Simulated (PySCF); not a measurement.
## A study: F$_{2}$H$_{2}$Si, SMILES `F[SiH2]F`

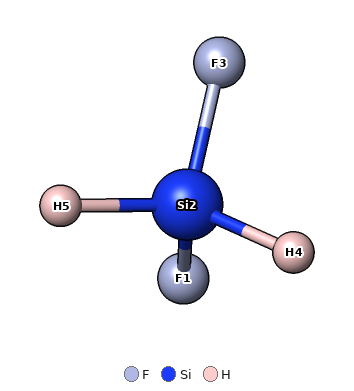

The molecule, with its atoms numbered as below. No frequency check shows the geometry to be a minimum.

Coordinates in Å:

```
F1       1.2472    0.5091    0.0003
Si2      0.0000   -0.4835    0.0000
F3      -1.2472    0.5091   -0.0003
H4      -0.0024   -1.1972    1.2539
H5       0.0024   -1.1972   -1.2539
```

Part 1: Bonding charge

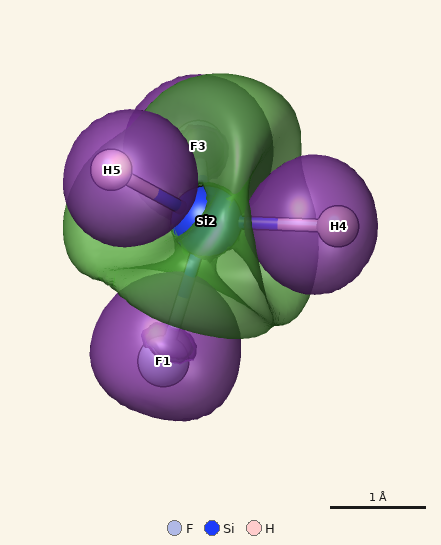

Deformation density (molecule less spherical, spin-averaged free atoms at the same positions), surfaces at ±0.04 e/Å³; purple: gain, green: loss.

Level of theory: LDA (SVWN)/def2-TZVP (PySCF), at a geometry from GFN2-xTB.

How much density has each bond gained at its critical point, relative to the free atoms?

Answer. Si2–H4 and Si2–H5: +0.28 e/Å³ at the bond critical point (bond length 1.44 Å, Mayer order 0.9). F1–Si2 and Si2–F3: +0.08 e/Å³ at the bond critical point (bond length 1.59 Å, Mayer order 1.2); up to 0.6 Å beside the axis the gain reaches +0.33 e/Å³. In all, 1.1 electrons gather in the regions of gain relative to the promolecule. A small or negative value marks a very polar bond, one between electron-rich atoms, whose free-atom densities already overlap strongly, a long bond to a heavier atom, or a closed-shell contact such as a hydrogen bond.

Where do the Hirshfeld charges lie?

Answer. The highest Hirshfeld charge is on Si2 (+0.45 e), the lowest on F1 and F3 (−0.18 e).

Part 2: Bond critical points

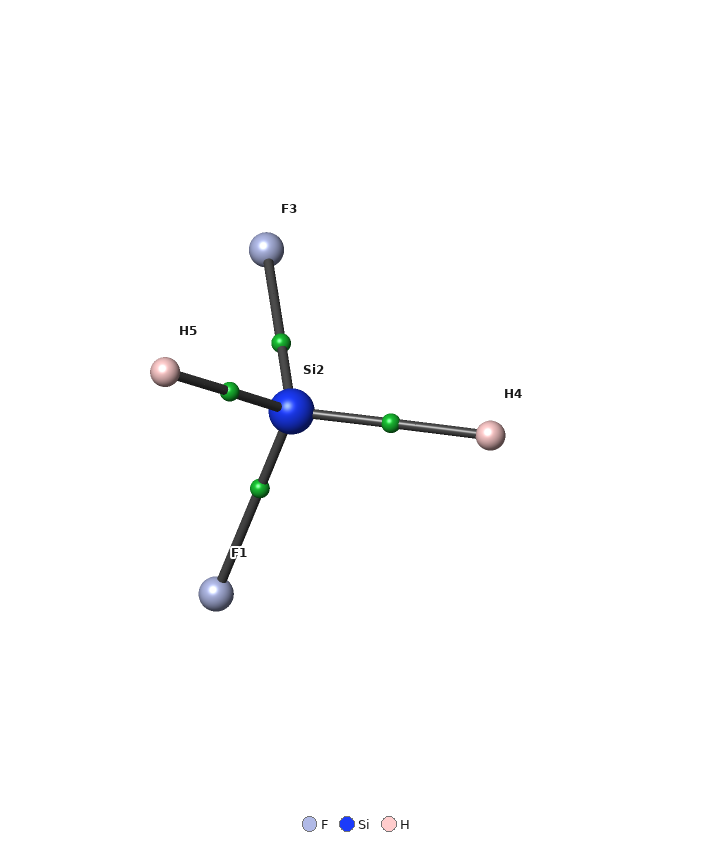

Molecular graph of the electron density (QTAIM): bond paths, bond critical points (green), ring points (magenta, if any); weak paths are dashed.

How many critical points of each kind are there, and does the count close?

Answer. 5 nuclei, 4 bond, 0 ring and 0 cage critical points: 5 − 4 + 0 − 0 = 1, as the Poincaré–Hopf relation requires.

Tabulate density, Laplacian, ellipticity and energy density at the bond critical points (atomic units).

Answer.
```tsv
bond	length (Å)	ρ (a.u.)	∇²ρ (a.u.)	ε	H (a.u.)
F1–Si2 (2 alike)	1.594	0.143	+0.97	0.01	−0.047
Si2–H4 (2 alike)	1.443	0.135	+0.11	0.00	−0.093
```

What kind of interaction is F1–Si2?

Answer. Polar or intermediate (positive Laplacian, negative energy density H): ρ = 0.143, ∇²ρ = +0.97, H = −0.047 a.u.

Part 3: Local ionisation energy

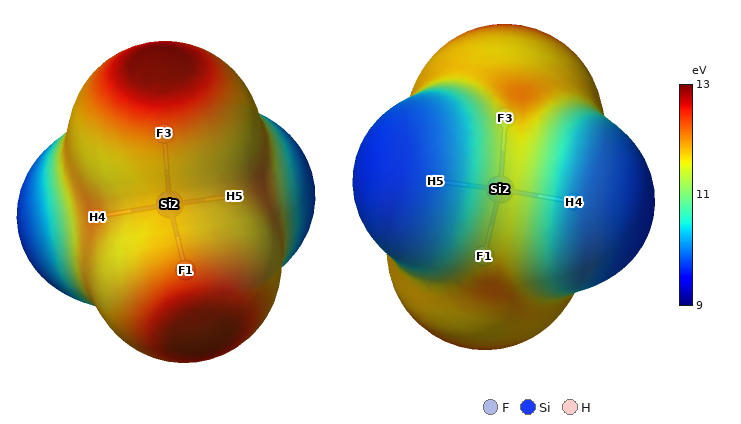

Average local ionisation energy on the surface of electron density 0.001 a.u. (back view left, front view right).

Locate the minima of the map.

Answer. The lowest value is 9.7 eV, 1.4 Å from H5, and at like points elsewhere. Further minima include 11.6 eV, 1.7 Å from F1, and at like points elsewhere. For comparison, the highest occupied orbital lies at −8.6 eV.

Part 4: Excited states

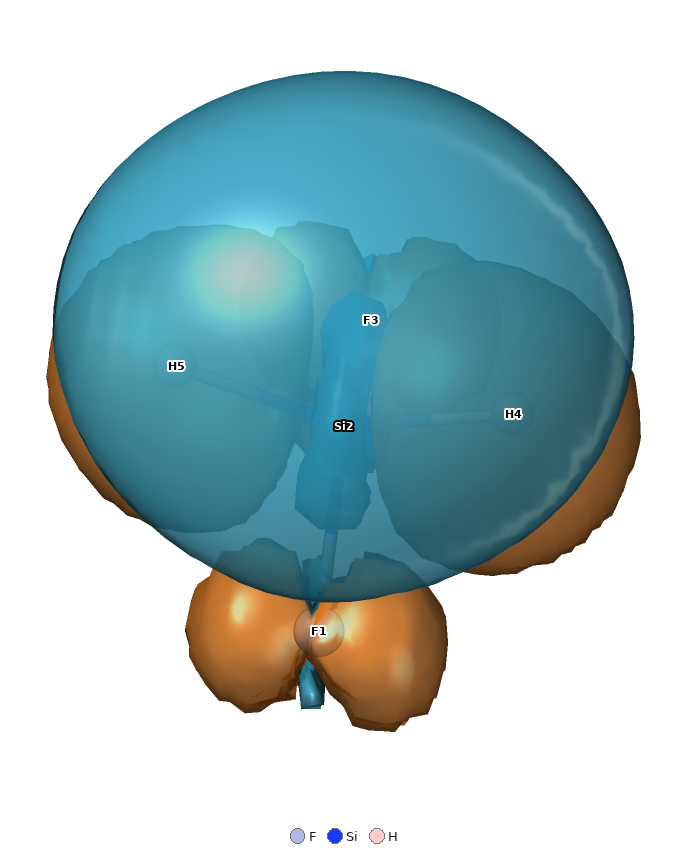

Unrelaxed difference density of S₃ less the ground state (TDA singlet states), ±0.01 e/Å³; light blue: gain, orange: loss.

PySCF calculation, CAM-B3LYP/def2-SVPD, gas phase; geometry: GFN2-xTB.

How does the charge move on excitation?

Answer. 0.81 e is displaced in all, largely into diffuse regions outside the molecule. The state: 10.03 eV (124 nm), f = 0.091, diffuse (Rydberg-like) orbital; the leading pair carries 99 %; hole on Si2 (32 %), H4 and H5 (24 % each) and F1 and F3 (10 % each), electron on Si2 (52 %), H4 and H5 (18 % each) and F1 and F3 (6 % each) (atom shares of so diffuse an orbital are rough); their centroids lie 0.9 Å apart.

Part 5: In an electric field

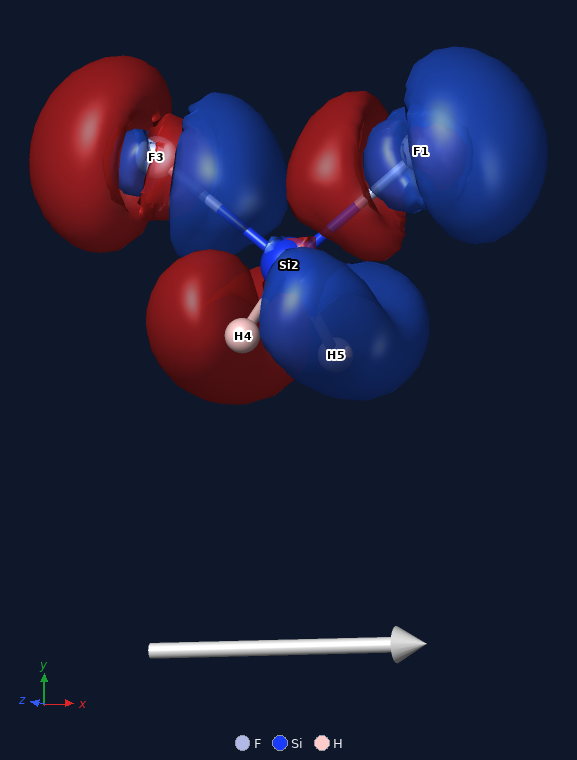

Change of the electron density in a uniform field of 0.51 V/Å along +x (arrow), surfaces at ±0.003 e/Å³ (red: gain, blue: loss).

PySCF calculation, B3LYP/6-31+G*, gas phase; geometry: GFN2-xTB. The basis has diffuse s and p functions alone, which still leaves polarisabilities too small, most of all across bonds.

What dipole is induced, and what polarisability does it imply?

Answer. The induced dipole is 0.52 D (along the field); α along this axis, from the fields in both directions, is 20 bohr³ (3.0 Å³).

Which atoms gain and lose the most charge?

Answer. Electrons gather most on F3 (Hirshfeld charge changes by −0.016 e) and leave F1 most (+0.016 e); 0.057 electrons are displaced in all.

Part 6: Removing or adding an electron

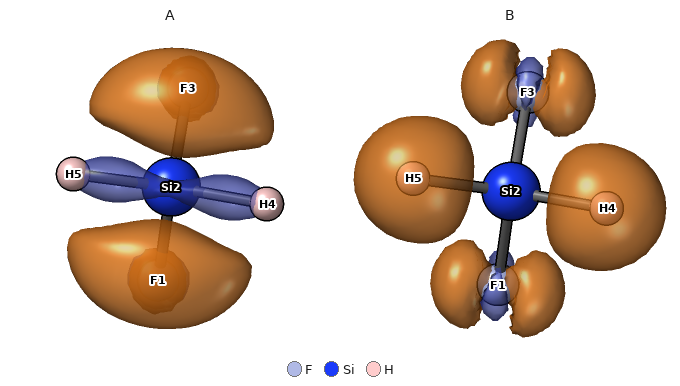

The two Fukui functions at ±0.04 e/Å³ (orange positive, blue negative).

Level of theory: PBE0/def2-SVP (PySCF), at a geometry from GFN2-xTB.

Which panel is f⁻ (electron removed) and which f⁺ (electron added)?

Answer. A is f⁺, B is f⁻. f⁻ (Hirshfeld-condensed) is largest on Si2 (0.26), H4 and H5 (0.21 each) and F1 and F3 (0.15 each); the vertical ionisation energy is 12.77 eV. f⁺ (Hirshfeld-condensed) is largest on Si2 (0.56); the vertical electron affinity is −2.79 eV (the stability of the anion's solution wasn't checked; negative, but this basis has no diffuse functions, so it doesn't show that the anion is unbound).

What chemical potential and hardness follow from the two energies?

Answer. μ = −(I + A)/2 = −4.99 eV and η = I − A = 15.57 eV.
